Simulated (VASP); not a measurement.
Energy against volume of FeAl (CsCl type). These are optB88-vdW, VASP's PBE PAW potentials (set 64) (plane waves; VASP 6.6.1) values and carry that method's errors.

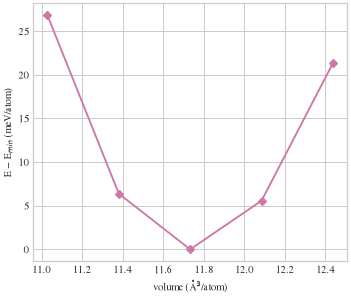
Energy against volume

**Question.** Estimate the equilibrium volume and the bulk modulus.

**Answer.** The minimum lies near 11.7 Å³/atom, and the curvature gives B0 of about 180 GPa.

Measured: bulk modulus 152 GPa (computed value off by +19.1 %), as given by Yamada et al., (2019), arXiv:1910.09660; a 2.910 Å (computed value off by -1.6 %), as given by Yibo Liu et al., IUCrData (2023), doi:10.1107/s2414314623010659. The calculation is for a static lattice, while the measured bulk modulus, a hold thermal and zero-point effects, which are part of the difference.

The compound is FeAl in the CsCl type structure. It was relaxed first. The run is not spin-polarised, so no magnetic state was tried.
